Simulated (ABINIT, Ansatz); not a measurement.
# How the form of the self-energy moves the gap of Tellurium (P3_121, 3 atoms a cell)

Wanted: the gap of Tellurium (P3_121, 3 atoms a cell) under several approximations, with cost.

Method: PBE and many-body steps on it, plane waves, in ABINIT 10.8.3.

The database entry behind the starting cell differs from later determinations by our own check (inner coordinate of an old entry), so it need not match the best structure at ambient conditions.

## Step 1: The structure

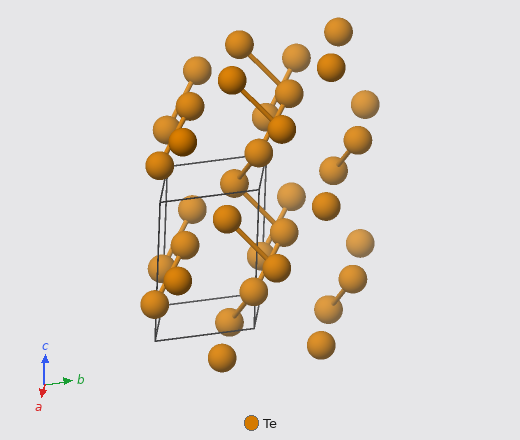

The cell as given, slightly off an axis (tellurium orange). 2×2×2 cells are drawn. Bonds to atoms that aren't drawn are left out. Some periodic images of atoms are drawn too.

The cell and positions come from the Crystallography Open Database and are kept as given unless a step says otherwise. Spin-orbit coupling is left out unless a step names it.

## Step 2: Empty states on the mesh, 3×3×2 mesh, 474 bands

This step: ABINIT 10.8.3; DFT, PBE, plane waves, norm-conserving pseudopotentials.

The sums over transitions need many empty states on a uniform mesh; this step solves for them.

File run.abi:

```
acell 3*1.0 Angstrom
rprim 
  4.454000000025 -0.000000000006 0.000000000000
  -2.227000000008 3.857277148481 0.000000000000
  0.000000000000 0.000000000000 5.924000000000
ntypat 1
znucl 52
natom 3
typat 1 1 1
xred 
  0.269000000000 0.000000000000 0.333333333333
  0.000000000000 0.269000000000 0.666666666667
  0.731000000000 0.731000000000 -0.000000000000
pp_dirpath "pseudos"
pseudos "Te.upf"
ecut 39
ngkpt 3 3 2
nshiftk 1
shiftk 0 0 0
kptopt 1
chksymbreak 0
iscf -2
irdden 1
istwfk *1
nband 474
nbdbuf 42
tolwfr 1e-09
nstep 60
prtvol 0
indata_prefix "in"
outdata_prefix "out"
tmpdata_prefix "tmp"
```

Started as:

```console
> OMP_NUM_THREADS=1 mpirun -n 4 abinit run.abi > log
```

Numbers of over 12 decimals in the logs are rounded to 6 here.

Log:

```text
.Version 10.8.3 of ABINIT. v10.8.2 released Aug 2026.

 Symmetries : space group P3_1 2 1 (#152); Bravais hP (primitive hexag.)
[... echo of the input left out ...]
== DATASET  1 ==================================================================
-   mpi_nproc: 4, omp_nthreads: 1 (-1 if OMP is not activated)

--- !DatasetInfo
iteration_state: {dtset: 1, }
dimensions: {natom: 3, nkpt: 6, mband: 474, nsppol: 1, nspinor: 1, nspden: 1, mpw: 8029, }
cutoff_energies: {ecut:  39.0, pawecutdg:  -1.0, }
[...]
5.23013    5.23236    5.23236    5.23817    5.23818    5.25850    5.27290    5.27297
   5.29133    5.31969    5.32252    5.32792    5.32950    5.33166    5.33460    5.33987
   5.35224    5.35546
 prteigrs : prtvol=0 or 1, do not print more k-points.

== END DATASET(S) ==============================================================
================================================================================

 -outvars: echo values of variables after computation  --------
            nband         474
             nkpt           6
          spgroup         152
 [... the other variables as echoed above ...]

 Calculation completed.
```

Elapsed: 12 min, on 4 MPI ranks of Intel Xeon Platinum 8488C (Sapphire Rapids), shared host; peak memory 0.74 GiB; 46 min of CPU time.

This step gave:

```yaml
gap: 0.1888 eV
k_of_the_valence_top: 0.3333, 0.3333, 0.5
k_of_the_conduction_bottom: 0.3333, 0.3333, 0.5
least_direct_gap: 0.1888 eV
k_points_computed: 6
lowest_point_of_the_top_converged_band_above_the_valence_top: 130.3224 eV
```

On this mesh the gap is 0.189 eV.

The density comes from a self-consistent run that is not shown.

## Step 3: Screening, 3×3×2 mesh, 197 bands, screening to 176.9 eV

The RPA dielectric matrix is built and inverted for each q.

This step: RPA screening on PBE, plane waves, norm-conserving pseudopotentials.

run.abi: that of step 2 with these lines changed.

```diff
@@ -21,10 +21,11 @@
 chksymbreak 0
-iscf -2
-irdden 1
 istwfk *1
-nband 474
-nbdbuf 42
-tolwfr 1e-09
-nstep 60
-prtvol 0
+occopt 1
+irdwfk 1
+optdriver 3
+nband 197
+ecuteps 6.5
+inclvkb 2
+awtr 1
+symchi 1
 indata_prefix "in"
```

Log:

```text
.Version 10.8.3 of ABINIT. v10.8.2 released Aug 2026.

 Symmetries : space group P3_1 2 1 (#152); Bravais hP (primitive hexag.)
[... echo of the input left out ...]
== DATASET  1 ==================================================================
-   mpi_nproc: 4, omp_nthreads: 1 (-1 if OMP is not activated)

--- !DatasetInfo
iteration_state: {dtset: 1, }
dimensions: {natom: 3, nkpt: 6, mband: 197, nsppol: 1, nspinor: 1, nspden: 1, mpw: 8029, }
cutoff_energies: {ecut:  39.0, pawecutdg:  -1.0, }
electrons: {nelect:   7.20000000E+01, charge:   0.00000000E+00, occopt:   1.00000000E+00, tsmear:   1.00000000E-02, }

 SCREENING: Calculation of the susceptibility and dielectric matrices

 Based on a program developped by R.W. Godby, V. Olevano, G. Onida, and L. Reining.
 Incorporated in ABINIT by V. Olevano, G.-M. Rignanese, and M. Torrent.
.Using double precision arithmetic ; gwpc =  8

[... cell and pseudopotentials left out ...]
--------------------------------------------------------------------------------

 ==== K-mesh for the wavefunctions ====
 Number of points in the irreducible wedge :     6
[... list of points left out ...]
 Together with  6 symmetry operations and time-reversal symmetry
 yields    18 points in the full Brillouin Zone.

 ==== Q-mesh for the screening function ====
 Number of points in the irreducible wedge :     6
[... list of points left out ...]
 Together with  6 symmetry operations and time-reversal symmetry
 yields    18 points in the full Brillouin Zone.

 setmesh: FFT mesh size selected  =    30x   30x   45
          total number of points  =        40500

 vcoul_init : cutoff-mode = AUXILIARY_FUNCTION
 q-points for optical limit:   1
     1)      0.000010    0.000020    0.000030

- screening: taking advantage of time-reversal symmetry
- Maximum band index for partially occupied states nbvw = 36
- Remaining bands to be divided among processors   nbcw = 161
- Number of bands treated by each node ~40

 Number of electrons calculated from density =   72.0000; Expected =   72.0000
 average of density, n =  0.104831
 r_s =    1.3157
 omega_plasma =   31.2321 [eV]

 calculating chi0 at frequencies [eV] :
  1    0.000000E+00    0.000000E+00
  2    0.000000E+00    3.123205E+01

--------------------------------------------------------------------------------
  q-point number  1        q = ( 0.000000, 0.000000, 0.000000) [r.l.u.]
--------------------------------------------------------------------------------
[... chi0 elements left out ...]
 For q-point:  0.000010 0.000020 0.000030
  dielectric constant =   1.32857E+03
  dielectric constant without local fields =   1.64459E+03

  Average fulfillment of the sum rule on Im[epsilon] for q-point    1 :     64.10  [%]
[... wings left out ...]
  q-point number  2        q = ( 0.333333, 0.000000, 0.000000) [r.l.u.]
--------------------------------------------------------------------------------
[... chi0 elements left out ...]
  Average fulfillment of the sum rule on Im[epsilon] for q-point    2 :     69.20  [%]

 [... 4 further q-points ...]
```

The job ended after 2.2 min (4 MPI ranks; peak memory 1.8 GiB; 9 min of CPU time).

This step gave:

- ε∞ with local fields, on this mesh, along the program's q direction: 1329
- the same without local fields: 1645
- plasma frequency: 31.23 eV
- plane waves in the screening matrix: 529

Local fields lower ε∞ by 19 %. The value itself is an artefact of the mesh, where one narrow direct gap carries too much weight.

## Step 4: G0W0, Godby-Needs plasmon pole

The self-energy is evaluated for the states that the input lists, and the levels follow from it, in one-shot runs by the linearised quasiparticle equation.

This step: G0W0 on PBE, plane waves, norm-conserving pseudopotentials.

run.abi: that of step 3 with these lines changed.

```diff
@@ -24,8 +24,17 @@
 irdwfk 1
-optdriver 3
+optdriver 4
 nband 197
+gwcalctyp 0
+ecutsigx 39
+symsigma 1
+nkptgw 2
+kptgw 
+  0.3333333333 0.3333333333 0.5000000000
+  0.0000000000 0.0000000000 0.0000000000
+bdgw 
+  35 39
+  34 38
 ecuteps 6.5
-inclvkb 2
-awtr 1
-symchi 1
+irdscr 1
+ppmodel 1
 indata_prefix "in"
```

Log:

```text
.Version 10.8.3 of ABINIT. v10.8.2 released Aug 2026.

 Symmetries : space group P3_1 2 1 (#152); Bravais hP (primitive hexag.)
[... echo of the input left out ...]
== DATASET  1 ==================================================================
-   mpi_nproc: 4, omp_nthreads: 1 (-1 if OMP is not activated)

--- !DatasetInfo
iteration_state: {dtset: 1, }
dimensions: {natom: 3, nkpt: 6, mband: 197, nsppol: 1, nspinor: 1, nspden: 1, mpw: 8029, }
cutoff_energies: {ecut:  39.0, pawecutdg:  -1.0, }
electrons: {nelect:   7.20000000E+01, charge:   0.00000000E+00, occopt:   1.00000000E+00, tsmear:   1.00000000E-02, }

 SIGMA: Calculation of the GW corrections

 Based on a program developped by R.W. Godby, V. Olevano, G. Onida, and L. Reining.
 Incorporated in ABINIT by V. Olevano, G.-M. Rignanese, and M. Torrent.
.Using double precision arithmetic ; gwpc =  8

[... cell and pseudopotentials left out ...]
--------------------------------------------------------------------------------

 ==== K-mesh for the wavefunctions ====
 Number of points in the irreducible wedge :     6
[... list of points left out ...]
 Together with  6 symmetry operations and time-reversal symmetry
 yields    18 points in the full Brillouin Zone.

 ==== Q-mesh for screening function ====
 Number of points in the irreducible wedge :     6
[... list of points left out ...]
 Together with  6 symmetry operations and time-reversal symmetry
 yields    18 points in the full Brillouin Zone.

 vcoul_init : cutoff-mode = AUXILIARY_FUNCTION
 q-points for optical limit:   1
     1)      0.000010    0.000020    0.000030
 setmesh: FFT mesh size selected  =    45x   45x   72
          total number of points  =       145800

 Number of electrons calculated from density =   72.0000; Expected =   72.0000
 average of density, n =  0.104831
 r_s =    1.3157
 omega_plasma =   31.2321 [eV]

 === KS Band Gaps ===
  >>>> For spin  1
   Minimum direct gap =   0.1887 [eV], located at k-point      :   0.3333  0.3333  0.5000
   Fundamental gap    =   0.1887 [eV], Top of valence bands at :   0.3333  0.3333  0.5000
                                       Bottom of conduction at :   0.3333  0.3333  0.5000
 SIGMA fundamental parameters:
 PLASMON POLE MODEL  1
 number of plane-waves for SigmaX                 8029
 number of plane-waves for SigmaC and W            529
 number of plane-waves for wavefunctions          8029
 number of bands                                   197
 number of independent spin polarizations            1
 number of spinorial components                      1
 number of k-points in IBZ                           6
 number of q-points in IBZ                           6
 number of symmetry operations                       6
 number of k-points in BZ                           18
 number of q-points in BZ                           18
 number of frequencies for dSigma/dE                 9
 frequency step for dSigma/dE [eV]                0.25
 number of omega for Sigma on real axis              0
 max omega for Sigma on real axis  [eV]           0.00
 zcut for avoiding poles [eV]                     0.10

 EPSILON^-1 parameters (SCR file):
 dimension of the eps^-1 matrix on file            529
 dimension of the eps^-1 matrix used               529
 number of plane-waves for wavefunctions          8029
 number of bands                                   197
 number of q-points in IBZ                           6
 number of frequencies                               2
 number of real frequencies                          1
 number of imag frequencies                          1

 matrix elements of self-energy operator (all in [eV])

 Perturbative Calculation

--- !SelfEnergy_ee
iteration_state: {dtset: 1, }
kpoint     : [   0.333,    0.333,    0.500, ]
spin       : 1
KS_gap     :    0.189
QP_gap     :    0.439
Delta_QP_KS:    0.250
data: !SigmaeeData |
     Band     E0 <VxcDFT>   SigX SigC(E0)      Z dSigC/dE  Sig(E)    E-E0       E
       35   6.838 -13.348 -14.415   0.886   0.791  -0.265 -13.491  -0.143   6.695
       36   6.838 -13.348 -14.415   0.886   0.791  -0.265 -13.491  -0.143   6.695
       37   7.027 -12.763  -9.319  -3.308   0.793  -0.261 -12.656   0.107   7.134
       38   8.172 -12.773  -9.110  -3.524   0.792  -0.263 -12.662   0.110   8.283
       39   8.172 -12.773  -9.110  -3.524   0.792  -0.263 -12.662   0.110   8.283

--- !SelfEnergy_ee
iteration_state: {dtset: 1, }
kpoint     : [   0.000,    0.000,    0.000, ]
spin       : 1
KS_gap     :    1.864
QP_gap     :    2.246
Delta_QP_KS:    0.381
data: !SigmaeeData |
     Band     E0 <VxcDFT>   SigX SigC(E0)      Z dSigC/dE  Sig(E)    E-E0       E
       34   5.166 -12.255 -14.260   1.656   0.784  -0.276 -12.529  -0.274   4.892
       35   5.166 -12.255 -14.260   1.656   0.784  -0.276 -12.529  -0.274   4.892
       36   5.992 -12.551 -14.380   1.502   0.786  -0.272 -12.808  -0.257   5.735
       37   7.856 -13.090  -9.507  -3.425   0.788  -0.269 -12.965   0.124   7.980
       38   7.856 -13.090  -9.507  -3.425   0.788  -0.269 -12.965   0.124   7.980

== END DATASET(S) ==============================================================
================================================================================

 -outvars: echo values of variables after computation  --------
           etotal      0.0000000000E+00
            nband         197
             nkpt           6
          spgroup         152
 [... the other variables as echoed above ...]

 Calculation completed.
```

Elapsed: 41 s, on 4 MPI ranks; peak memory 1.7 GiB.

Numbers from this step:

* G0W0 gap on the points computed: 0.4390 eV
* starting gap on the mesh: 0.1888 eV
* k of the valence top: 0.3333, 0.3333, 0.5
* k of the conduction bottom: 0.3333, 0.3333, 0.5
* Z at the valence top: 0.791
* Z at the conduction bottom: 0.793
* least direct G0W0 gap on the computed points: 0.4390 eV

The gap on the mesh goes from 0.19 eV to 0.44 eV, a correction of +0.25 eV.

## Step 5: G0W0, von der Linden-Horsch plasmon pole

run.abi: that of step 4 with these lines changed.

```diff
@@ -38,3 +38,3 @@
 irdscr 1
-ppmodel 1
+ppmodel 3
 indata_prefix "in"
```

Log:

```text
.Version 10.8.3 of ABINIT. v10.8.2 released Aug 2026.

 Symmetries : space group P3_1 2 1 (#152); Bravais hP (primitive hexag.)
[... echo of the input left out ...]
== DATASET  1 ==================================================================
-   mpi_nproc: 4, omp_nthreads: 1 (-1 if OMP is not activated)

--- !DatasetInfo
iteration_state: {dtset: 1, }
dimensions: {natom: 3, nkpt: 6, mband: 197, nsppol: 1, nspinor: 1, nspden: 1, mpw: 8029, }
cutoff_energies: {ecut:  39.0, pawecutdg:  -1.0, }
electrons: {nelect:   7.20000000E+01, charge:   0.00000000E+00, occopt:   1.00000000E+00, tsmear:   1.00000000E-02, }

 SIGMA: Calculation of the GW corrections

 Based on a program developped by R.W. Godby, V. Olevano, G. Onida, and L. Reining.
 Incorporated in ABINIT by V. Olevano, G.-M. Rignanese, and M. Torrent.
.Using double precision arithmetic ; gwpc =  8

[... cell and pseudopotentials left out ...]
--------------------------------------------------------------------------------

 ==== K-mesh for the wavefunctions ====
 Number of points in the irreducible wedge :     6
[... list of points left out ...]
 Together with  6 symmetry operations and time-reversal symmetry
 yields    18 points in the full Brillouin Zone.

 ==== Q-mesh for screening function ====
 Number of points in the irreducible wedge :     6
[... list of points left out ...]
 Together with  6 symmetry operations and time-reversal symmetry
 yields    18 points in the full Brillouin Zone.

 vcoul_init : cutoff-mode = AUXILIARY_FUNCTION
 q-points for optical limit:   1
     1)      0.000010    0.000020    0.000030
 setmesh: FFT mesh size selected  =    45x   45x   72
          total number of points  =       145800

 Number of electrons calculated from density =   72.0000; Expected =   72.0000
[...]
number of omega for Sigma on real axis              0
 max omega for Sigma on real axis  [eV]           0.00
 zcut for avoiding poles [eV]                     0.10

 EPSILON^-1 parameters (SCR file):
 dimension of the eps^-1 matrix on file            529
 dimension of the eps^-1 matrix used               529
 number of plane-waves for wavefunctions          8029
 number of bands                                   197
 number of q-points in IBZ                           6
 number of frequencies                               2
 number of real frequencies                          1
 number of imag frequencies                          1

 matrix elements of self-energy operator (all in [eV])

 Perturbative Calculation

--- !SelfEnergy_ee
iteration_state: {dtset: 1, }
kpoint     : [   0.333,    0.333,    0.500, ]
spin       : 1
KS_gap     :    0.189
QP_gap     :    0.455
Delta_QP_KS:    0.267
data: !SigmaeeData |
     Band     E0 <VxcDFT>   SigX SigC(E0)      Z dSigC/dE  Sig(E)    E-E0       E
       35   6.838 -13.348 -14.415   0.301   0.866  -0.155 -14.011  -0.663   6.175
       36   6.838 -13.348 -14.415   0.301   0.866  -0.155 -14.011  -0.663   6.175
       37   7.027 -12.763  -9.319  -3.900   0.868  -0.152 -13.159  -0.396   6.631
[...]
--- !SelfEnergy_ee
iteration_state: {dtset: 1, }
kpoint     : [   0.000,    0.000,    0.000, ]
spin       : 1
KS_gap     :    1.864
QP_gap     :    2.363
Delta_QP_KS:    0.498
data: !SigmaeeData |
     Band     E0 <VxcDFT>   SigX SigC(E0)      Z dSigC/dE  Sig(E)    E-E0       E
[...]
37   7.856 -13.090  -9.507  -3.967   0.865  -0.156 -13.423  -0.333   7.523
       38   7.856 -13.090  -9.507  -3.967   0.865  -0.156 -13.423  -0.333   7.523

== END DATASET(S) ==============================================================
================================================================================

 -outvars: echo values of variables after computation  --------
           etotal      0.0000000000E+00
            nband         197
             nkpt           6
          spgroup         152
 [... the other variables as echoed above ...]

 Calculation completed.
```

It took 25 s on 4 MPI ranks; peak memory 1.5 GiB.

This step gave:

- G0W0 gap on the points computed: 0.4560 eV
- starting gap on the mesh: 0.1888 eV
- k of the valence top: 0.3333, 0.3333, 0.5
- k of the conduction bottom: 0.3333, 0.3333, 0.5
- Z at the valence top: 0.866
- Z at the conduction bottom: 0.868
- least direct G0W0 gap on the computed points: 0.4560 eV

Against G0W0 in ABINIT (3×3×2 mesh, 197 bands, screening to 176.9 eV, Godby-Needs plasmon pole), the gap moves by +0.017 eV.

(Part 1 of 2 ends here.)

[Paths, hosts, dates, memory and timing lines, banners, echoed tables and standing remarks are left out of the program output.]

[Logs are printed without paths, hosts, clocks, repeated set-up lines and the standing remarks that a program may print on its own settings, such as how far it seeks lower states.]

[Runs of the session that timed out or met a known fault of the program may be left out.]

[Hosts, paths, dates, database ids (printed as entryN), source tags and the programs' standing remarks are cut or masked in the printed files.]

[G0W0 gaps are taken among the corrected bands and points alone; a level outside them can change the order at an edge.]

[Where Ansatz stands beside ABINIT at settings called matched, ABINIT's density can come from a denser mesh and the files from another edition; pairs whose starting gaps differed by over 0.03 eV were left out, so agreement reads better than it is.]
